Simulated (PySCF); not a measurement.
**SiH2Cl (chlorosilyl radical) at UPBE/STO-3G**

Aim: the vertical ionisation energy of SiH2Cl (chlorosilyl radical) at UPBE/STO-3G, from 2 runs. 

Program for the calculation: PySCF 2.14.0.

9 further runs of the same task are left out: 9 set aside as unsound or not needed.

**1. Starting point**

SiH2Cl: 4 atoms, total charge 0, spin state doublet. As SMILES, `[SiH2]Cl`. The coordinates come from a GFN2-xTB relaxation.

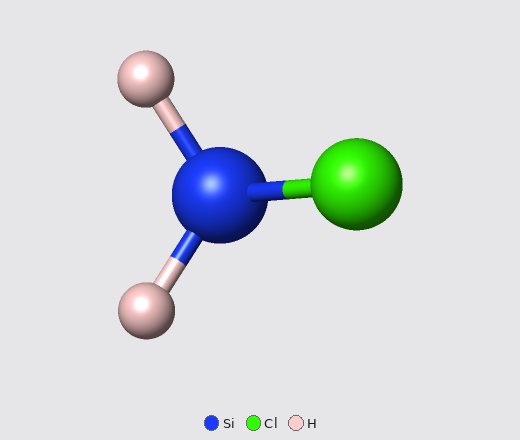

The structure, seen from a chosen angle (silicon blue, chlorine green, hydrogen pink).

**2. A single-point energy at UPBE/STO-3G**

Contents of job.py:

```python
# [SiH2]Cl
from pyscf import gto, dft

molecule = gto.M(
    atom='''
Si      -0.283580       0.237700       0.131590
Cl       1.597690      -0.059610       0.811090
H       -1.065000      -0.978280       0.263310
H       -0.249110       0.800200      -1.205980
''',
    verbose=3,
    max_memory=1860,
    spin=1,
    basis='sto-3g',
    charge=0,
)

ks = dft.UKS(molecule)
ks.xc = 'pbe'
ks.conv_tol = 1e-10
ks.grids.level = 5
ks.kernel()
if not ks.converged:
    ks = ks.newton().run(ks.mo_coeff, ks.mo_occ)

etot = ks.e_tot
print(f'total energy: {etot:.8f} hartree')
```

Run with:

```bash
$ OMP_NUM_THREADS=1 python job.py
```

Output:

```text
WARN: HOMO -0.12450655577705 >= LUMO -0.124506555777049

converged SCF energy = -742.122534717074  <S^2> = 0.7506364  2S+1 = 2.0006363
total energy: -742.12253472 hartree
```

Wall time 3.3 s (1 thread of Arm Neoverse V2, shared host); peak memory 0.21 GiB.

**3. The singlet cation at the same level**

Contents of geometry.xyz:

```xyz
4
ClH2Si
Si    -0.283580     0.237700     0.131590
Cl     1.597690    -0.059610     0.811090
H     -1.065000    -0.978280     0.263310
H     -0.249110     0.800200    -1.205980
```

Contents of run.py:

```python
from pyscf import gto, dft

molecule = gto.M(
    atom='geometry.xyz',
    verbose=3,
    spin=0,
    max_memory=1860,
    charge=1,
    basis='sto-3g',
)

calc0 = dft.RKS(molecule, xc='pbe')
calc0.grids.level = 5
calc0.conv_tol = 1e-10
calc0.kernel()
if not calc0.converged:
    calc0 = calc0.newton().run(calc0.mo_coeff, calc0.mo_occ)

e_final = calc0.e_tot
print('E(%s) = %.9f' % ('PBE', e_final))
```

Run with:

```bash
$ OMP_NUM_THREADS=1 python run.py
```

Output:

```text
converged SCF energy = -741.877075786075
E(PBE) = -741.877075786
```

It took 2.1 s on 1 thread of Arm Neoverse V2, shared host; peak memory 0.2 GiB.

**4. Summary of results**

Level: UPBE/STO-3G.

| quantity | value |
| --- | --- |
| doublet SiH2Cl: total energy | -742.12253 Eh |
| doublet SiH2Cl: dipole moment | 2.27 D |
| doublet SiH2Cl: HOMO energy (highest over α and β) | -2.38 eV |
| doublet SiH2Cl: LUMO energy (lowest over α and β) | -0.43 eV |
| doublet SiH2Cl: ⟨S²⟩ | 0.751 |
| singlet cation: total energy | -741.87708 Eh |
| singlet cation: HOMO energy | -13.28 eV |
| singlet cation: LUMO energy | -10.77 eV |
| singlet cation: HOMO–LUMO gap | 2.50 eV |
| vertical ionisation energy (to the singlet cation) | 6.679 eV |

What this shows: Removing an electron at fixed nuclei costs 6.68 eV (644 kJ/mol). Only the singlet of the ionised species was computed; a triplet could lie lower. In a minimal basis such a difference can be off by several eV, whatever the method.
